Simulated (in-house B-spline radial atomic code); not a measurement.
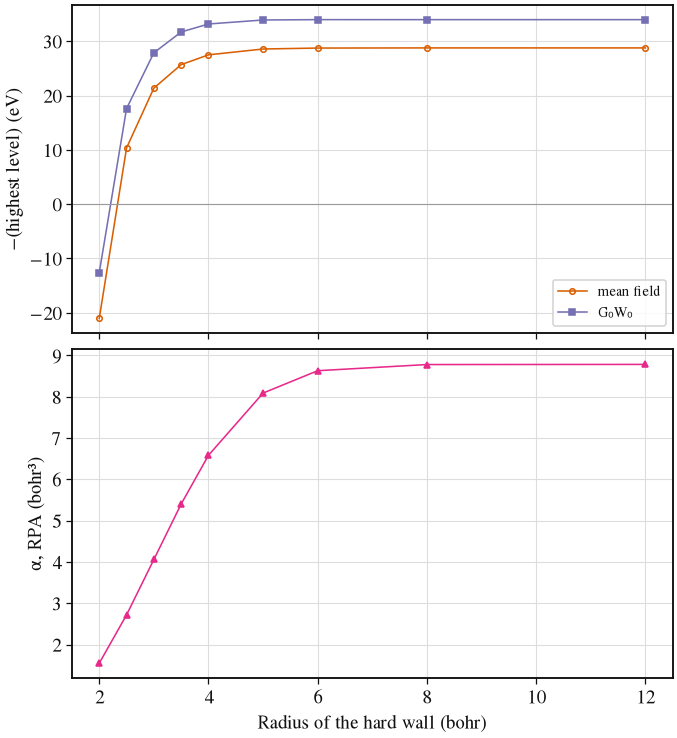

Ge²⁺ ([Ar] 3d¹⁰ 4s²) confined in a hard spherical wall, PBE start. All-electron spherical atom, non-relativistic, no spin-orbit coupling, Breit or QED terms; computed with a B-spline radial code.

Question: Describe the effect of the wall.

Answer: As the wall closes from 12 to 2 bohr, the mean-field binding energy of 4s goes from 28.78 to −21.05 eV, so the level rises above zero, and the G₀W₀ value from 33.99 (at 12 bohr) to −12.62 eV (at 2 bohr). The RPA-screened polarisability falls from 8.78 to 1.55 bohr³, and the RPA correlation energy goes from −2.280 to −2.346 hartree.
